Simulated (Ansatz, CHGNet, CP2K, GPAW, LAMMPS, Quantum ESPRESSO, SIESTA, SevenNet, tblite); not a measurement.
**Quantum ESPRESSO runs on amorphous Hg30S21Se9 (60 atoms)**

Aim: run amorphous Hg30S21Se9 (60 atoms) in Quantum ESPRESSO and see how near its forces come to a plane-wave reference, and at what cost.

Calculated with Quantum ESPRESSO 7.5; the method is named at each step.

### 1. Starting point

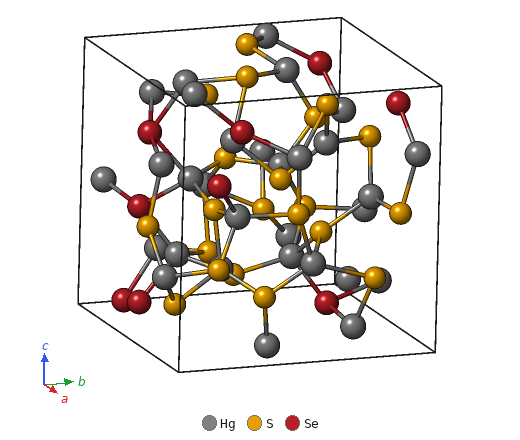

The cell as given, slightly off an axis (mercury grey, sulfur orange, selenium red). Bonds to atoms that aren't drawn are left out.

The cell holds 60 atoms: 30 Hg, 21 S and 9 Se. Its edges and angles: a = 11.895 Å, b = 11.895 Å, c = 11.895 Å, α = 90.0°, β = 90.0°, γ = 90.0°. 60 atoms (30 Hg, 21 S, 9 Se) placed at random at 7.3 g/cm³, melted at 2500 K for 10 ps at fixed volume with the Stillinger-Weber II-VI potential (Zhou et al., Phys. Rev. B 88, 085309 (2013)). Quenched from 2500 K to 300 K at 3 K/ps and fixed volume, held 5 ps, then minimised at fixed cell.

The yardstick, on the same geometry:

| Item | Value |
| --- | --- |
| method | Kohn-Sham DFT, PBE, PAW, plane waves (Ansatz 0.2.0); cutoff 420 eV, Γ point, fermi-dirac smearing of 0.05 eV; PAW set soft_2 |
| r.m.s. force component | 0.4119 eV/Å |
| longest force | 1.588 eV/Å |
| pressure | 0.5219 GPa |
| SCF cycles | 12 |
| time | 21 s on 8 threads of Arm Neoverse V1, shared host |
| CPU time | 2.3 min |

### 2. PBE, sssp-1.3.0-efficiency, 45/360 Ry

Method: Kohn-Sham DFT, PBE, SSSP efficiency 1.3.0 pseudopotentials, plane waves.

pw.in reads:

```
&control
  calculation = 'scf'
  pseudo_dir = './pseudo'
  outdir = './tmp'
  disk_io = 'none'
  tprnfor = .true.
  tstress = .true.
/
&system
  ibrav = 0
  nat = 60
  ntyp = 3
  ecutwfc = 45
  ecutrho = 360
  nosym = .true.
  occupations = 'smearing'
  smearing = 'fd'
  degauss = 0.003675
/
&electrons
  conv_thr = 3.0e-07
  electron_maxstep = 100
  mixing_beta = 0.4
  mixing_mode = 'plain'
  diagonalization = 'david'
/
ATOMIC_SPECIES
Hg 200.592 Hg.upf
S 32.060 S.upf
Se 78.971 Se.upf
CELL_PARAMETERS angstrom
11.89490 0.00000 0.00000
0.00000 11.89490 0.00000
0.00000 0.00000 11.89490
ATOMIC_POSITIONS crystal
Hg 0.07001 0.78688 0.21352
Hg 0.06669 0.68095 0.97269
Hg 0.95640 0.46892 0.76005
Hg 0.50280 0.97084 0.14502
Hg 0.73983 0.65799 0.74687
Hg 0.72809 0.84180 0.52689
Hg 0.51707 0.62223 0.26623
Hg 0.79160 0.11802 0.98247
Hg 0.43066 0.61959 0.94235
Hg 0.32036 0.25321 0.24960
Hg 0.42898 0.93780 0.39559
Hg 0.75135 0.44220 0.00462
Hg 0.44264 0.60232 0.58886
Hg 0.07053 0.05949 0.48075
Hg 0.86772 0.56686 0.33219
Hg 0.85264 0.27396 0.52592
Hg 0.76987 0.76878 0.05609
Hg 0.01097 0.29852 0.18980
Hg 0.12872 0.42830 0.44747
Hg 0.15078 0.20781 0.81813
Hg 0.79389 0.01922 0.30316
Hg 0.41824 0.23149 0.92134
Hg 0.61126 0.34534 0.74479
Hg 0.64168 0.29702 0.27505
Hg 0.95151 0.93143 0.73768
Hg 0.14150 0.99522 0.05511
Hg 0.04613 0.68580 0.53091
Hg 0.29688 0.89770 0.73692
Hg 0.59100 0.07616 0.67013
Hg 0.40632 0.26527 0.55514
S 0.93663 0.17202 0.35492
S 0.62841 0.27196 0.49486
S 0.94449 0.87302 0.51763
S 0.47549 0.41349 0.20158
S 0.43646 0.73484 0.75825
S 0.92134 0.48433 0.53763
S 0.53329 0.42503 0.95729
S 0.81903 0.40022 0.20565
S 0.64182 0.86644 0.72920
S 0.66703 0.11123 0.16143
S 0.85891 0.81323 0.25758
S 0.65374 0.51740 0.59784
S 0.23106 0.54221 0.99299
S 0.39127 0.71958 0.41201
S 0.18896 0.42907 0.21192
S 0.16193 0.41805 0.79451
S 0.68618 0.66715 0.39692
S 0.62385 0.01627 0.45022
S 0.86071 0.61111 0.92487
S 0.29293 0.44353 0.59030
S 0.16638 0.64747 0.35002
Se 0.54677 0.75201 0.08846
Se 0.01546 0.17157 0.00509
Se 0.12118 0.87189 0.86956
Se 0.29042 0.11427 0.43231
Se 0.36434 0.11804 0.72884
Se 0.33551 0.10455 0.08520
Se 0.81390 0.29904 0.83138
Se 0.78210 0.91837 0.88617
Se 0.98236 0.14767 0.68273
K_POINTS gamma
```

The run is started by

```sh
$ OMP_NUM_THREADS=1 mpirun -np 4 pw.x -in pw.in > output.txt
```

What it wrote:

```text
Program PWSCF
     gamma-point specific algorithms are used
     one sub-group per band group will be used
     scalapack distributed-memory algorithm (size of sub-group:  2*  2 procs)
     Parallelization info
     sticks:   dense  smooth     PW     G-vecs:    dense   smooth      PW
     Min        3609    1802    446               327423   115686   14430
     Max        3612    1803    448               327436   115693   14440
     Sum       14441    7209   1789              1309711   462751   57747
     bravais-lattice index     =            0
     lattice parameter (alat)  =      22.4781  a.u.
     unit-cell volume          =   11357.4017 (a.u.)^3
     number of atoms/cell      =           60
     number of atomic types    =            3
     number of electrons       =       780.00
     number of Kohn-Sham states=          468
     kinetic-energy cutoff     =      45.0000  Ry
     charge density cutoff     =     360.0000  Ry
     scf convergence threshold =      3.0E-07
     mixing beta               =       0.4000
     number of iterations used =            8  plain     mixing
     Exchange-correlation= SLA  PW   PBE  PBE
                           (   1   4   3   4   0   0   0)
     crystal axes: (cart. coord. in units of alat)
               a(1) = (   1.000000   0.000000   0.000000 )
               a(2) = (   0.000000   1.000000   0.000000 )
               a(3) = (   0.000000   0.000000   1.000000 )
     reciprocal axes: (cart. coord. in units 2 pi/alat)
               b(1) = (  1.000000  0.000000  0.000000 )
               b(2) = (  0.000000  1.000000  0.000000 )
               b(3) = (  0.000000  0.000000  1.000000 )
     PseudoPot. # 1 for Hg:
     Pseudo is Norm-conserving, Zval = 20.0
     PseudoPot. # 2 for S :
     Pseudo is Ultrasoft + core correction, Zval =  6.0
     PseudoPot. # 3 for Se:
     Pseudo is Ultrasoft + core correction, Zval =  6.0
     atomic species   valence    mass     pseudopotential
     Hg               20.00   200.59200     Hg( 1.00)
     S                 6.00    32.06000     S ( 1.00)
     Se                6.00    78.97100     Se( 1.00)
     No symmetry found
   Cartesian axes
     number of k points=     1  Fermi-Dirac smearing, width (Ry)=  0.0037
                       cart. coord. in units 2pi/alat
        k(    1) = (   0.0000000   0.0000000   0.0000000), wk =   2.0000000
     Dense  grid:   654856 G-vectors     FFT dimensions: ( 135, 135, 135)
     Smooth grid:   231376 G-vectors     FFT dimensions: (  96,  96,  96)
     Initial potential from superposition of free atoms
     starting charge     779.9964, renormalised to     780.0000
     Starting wfcs are  420 randomized atomic wfcs +   48 random wfcs
     Self-consistent Calculation
     iteration #  1     ecut=    45.00 Ry     beta= 0.40
     Threshold (ethr) on eigenvalues was too large:
     Diagonalizing with lowered threshold
     total energy              =  -10200.02047997 Ry
     estimated scf accuracy    <       5.73085278 Ry
     iteration #  2     ecut=    45.00 Ry     beta= 0.40
     total energy              =  -10198.62935083 Ry
     estimated scf accuracy    <      28.84163317 Ry
     iteration #  3     ecut=    45.00 Ry     beta= 0.40
     total energy              =  -10201.68612747 Ry
     estimated scf accuracy    <       4.49938695 Ry
     iteration #  4     ecut=    45.00 Ry     beta= 0.40
     total energy              =  -10202.00219298 Ry
     estimated scf accuracy    <       1.19490008 Ry
     iteration #  5     ecut=    45.00 Ry     beta= 0.40
     total energy              =  -10202.08025446 Ry
     estimated scf accuracy    <       0.35157429 Ry
     iteration #  6     ecut=    45.00 Ry     beta= 0.40
     total energy              =  -10202.09537724 Ry
     estimated scf accuracy    <       0.14065519 Ry
[...]
total energy              =  -10202.10883358 Ry
[...]
iteration # 20     ecut=    45.00 Ry     beta= 0.40
     total energy              =  -10202.10883363 Ry
     estimated scf accuracy    <       0.00000043 Ry
     iteration # 21     ecut=    45.00 Ry     beta= 0.40
     total energy              =  -10202.10883366 Ry
     estimated scf accuracy    <       0.00000033 Ry
     iteration # 22     ecut=    45.00 Ry     beta= 0.40
     End of self-consistent calculation
          k = 0.0000 0.0000 0.0000 ( 28874 PWs)   bands (ev):
  -107.6878-107.6354-107.6090-107.5701-107.5281-107.5159-107.5121-107.4991
  -107.4731-107.4443-107.4355-107.4122-107.3980-107.3922-107.3848-107.3730
  -107.3684-107.3616-107.2784-107.2705-107.2514-107.2256-107.1830-107.1726
  -107.1497-107.1489-107.1082-107.0672-107.0428-106.9816 -56.0376 -56.0181
   -55.9780 -55.9691 -55.9624 -55.9419 -55.9378 -55.9308 -55.9243 -55.8992
   -55.8945 -55.8787 -55.8619 -55.8554 -55.8508 -55.8483 -55.8448 -55.8421
   -55.8394 -55.8336 -55.8248 -55.8175 -55.8151 -55.8134 -55.8093 -55.8047
   -55.8040 -55.7892 -55.7716 -55.7692 -55.7511 -55.7499 -55.7449 -55.7420
   -55.7389 -55.7364 -55.7334 -55.7298 -55.7168 -55.7167 -55.7153 -55.7147
   -55.7063 -55.7057 -55.6998 -55.6955 -55.6942 -55.6932 -55.6910 -55.6890
[...]
12.1927  12.2415  12.3237  12.3670  12.4506  12.5403  12.5977  12.6268
    12.6878  12.7793  12.7973  12.8835  12.9102  12.9471  13.0277  13.0704
    13.1217  13.1424  13.1787  13.2400  13.2708  13.3305  13.4049  13.4440
    13.4846  13.5108  13.5459  13.5914
     the Fermi energy is     7.5057 ev
!    total energy              =  -10202.10883351 Ry
     estimated scf accuracy    <       0.00000023 Ry
     smearing contrib. (-TS)   =      -0.01367680 Ry
     internal energy E=F+TS    =  -10202.09515671 Ry
     The total energy is F=E-TS. E is the sum of the following terms:
     one-electron contribution =   -6834.13521318 Ry
     hartree contribution      =    3470.33689473 Ry
     xc contribution           =   -1266.45499621 Ry
     ewald contribution        =   -5571.84184205 Ry
     convergence has been achieved in  22 iterations
     Forces acting on atoms (cartesian axes, Ry/au):
     atom    1 type  1   force =     0.01686261    0.01094073   -0.00303649
     atom    2 type  1   force =     0.02571689   -0.02100627    0.00298324
     atom    3 type  1   force =     0.01680213   -0.01655131    0.00208967
     atom    4 type  1   force =     0.00507187   -0.01740972   -0.00994741
     atom    5 type  1   force =    -0.02150267   -0.01918003   -0.02186818
     atom    6 type  1   force =    -0.01209146   -0.01454539   -0.01479557
[...]
atom   58 type  3   force =    -0.01312416   -0.00047322    0.00972636
     atom   59 type  3   force =    -0.01590118    0.00450877   -0.03515472
     atom   60 type  3   force =     0.00225298   -0.01123756   -0.03008615
     Total force =     0.214793     Total SCF correction =     0.002534
     Computing stress (Cartesian axis) and pressure
          total   stress  (Ry/bohr**3)                   (kbar)     P=       -0.45
   0.00000237  -0.00002699   0.00001388            0.35       -3.97        2.04
  -0.00002699  -0.00002070  -0.00000330           -3.97       -3.05       -0.49
   0.00001388  -0.00000330   0.00000912            2.04       -0.49        1.34
     Message from routine punch:
     Nothing written, as per user request (disk_io='none')
```

Run time: 6.6 min. Hardware: 4 MPI ranks of Arm Neoverse V1, shared host; peak memory 4.1 GiB; 26 min of CPU time.

Banners, paths, timers and routine set-up lines are dropped from the logs unmarked, and long logs keep their key lines alone; longer cuts are marked.

Compared with the plane-wave run:

- r.m.s. force component: 0.4116 eV/Å
- r.m.s. difference of force components: 3.371 meV/Å
- longest difference of force vectors: 14.08 meV/Å
- force difference over r.m.s. force: 0.8184 %
- slope of forces against the reference's: 0.9993
- correlation of force components: 1
- pressure: -0.0453 GPa
- pressure difference: -0.5672 GPa

Length of the force difference by element (eV/Å):

| element | atoms | mean | most |
| --- | --- | --- | --- |
| Hg | 30 | 0.0055 | 0.011 |
| S | 21 | 0.0054 | 0.014 |
| Se | 9 | 0.0048 | 0.0076 |

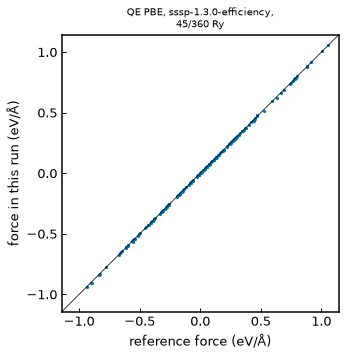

Force components against those of the reference; the line marks equality.

The surroundings of S49, picked at random, nearest first, numbered as they follow in the input and with coordinates relative to it.

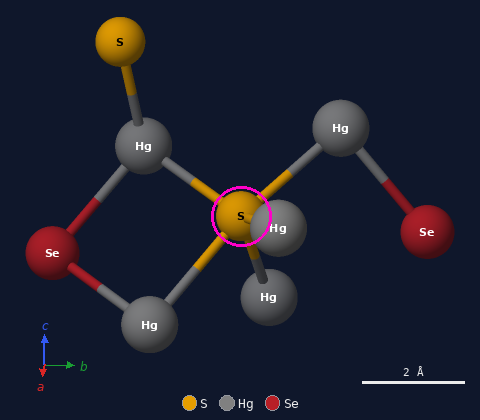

The atoms of the table, within 4.2 Å (arrows a, b, c point along x, y, z); some may hide others; the central atom is ringed.

| atom | x | y | z | distance (Å) | bonds | Fx | Fy | Fz (eV/Å) |
| --- | --- | --- | --- | --- | --- | --- | --- | --- |
| S49 | 0.00 | 0.00 | 0.00 | 0.00 | 5 | 0.31 | 0.30 | -0.19 |
| Hg12 | -1.30 | -2.01 | 0.95 | 2.57 | 4 | -0.18 | -0.54 | 0.19 |
| Hg5 | -1.44 | 0.56 | -2.12 | 2.62 | 3 | -0.55 | -0.49 | -0.56 |
| Hg2 | 2.45 | 0.83 | 0.57 | 2.65 | 3 | 0.66 | -0.54 | 0.08 |
| Hg17 | -1.08 | 1.88 | 1.56 | 2.67 | 4 | 0.15 | 0.13 | 0.79 |
| Hg3 | 1.14 | -1.69 | -1.96 | 2.83 | 4 | 0.43 | -0.43 | 0.05 |
| Se59 | -0.94 | 3.65 | -0.46 | 3.80 | 3 | -0.41 | 0.12 | -0.90 |
| Se58 | -0.56 | -3.71 | -1.11 | 3.91 | 4 | -0.34 | -0.01 | 0.25 |
| S38 | -0.50 | -2.51 | 3.34 | 4.21 | 4 | 0.26 | 0.60 | -0.31 |

Forces lie 0.82 % from the reference's, at 11 times its CPU time (on 4 against 8 cores).

### 3. What came out

| Property | Result |
| --- | --- |
| force difference from the reference | QE PBE, sssp-1.3.0-efficiency, 45/360 Ry, 0.82 % |
| its CPU time | 26 min |

PBE on plane waves or a grid with other potentials, cutoffs or grids differs from the reference by 0.82 % (QE PBE, sssp-1.3.0-efficiency, 45/360 Ry) of the r.m.s. force; this holds the reference's own error, so differences of a few per cent don't tell which side is nearer the exact PBE result (QE's 45 Ry are 612 eV, against the reference's 420 eV). The potentials hold different valence shells: 870 electrons in the reference, 780 in Quantum ESPRESSO with SSSP; this bears on time and differences. The quench rate of 3 K/ps is many orders above laboratory rates, so the cell is likely richer in defects and strain than a real sample. The network of bonds at the start is that of the classical potential that made the cell, and needn't be the one that DFT or experiment would give. The electronic-structure runs sample only Γ, in a cell whose shortest periodic width is 12 Å, which is coarse for a cell with partly filled levels. Spin–orbit coupling is left out, which matters for the levels of the heavy elements.

[Also dropped from logs without a mark: logging warnings of Python, and SIESTA's first energy breakdown and zero terms.]

[Logs are printed without paths, hosts, clocks, repeated set-up lines and the standing remarks that a program may print on its own settings, such as how far it seeks lower states.]

[Hosts, paths, dates, database ids (printed as entryN), source tags and the programs' standing remarks are cut or masked in the printed files.]
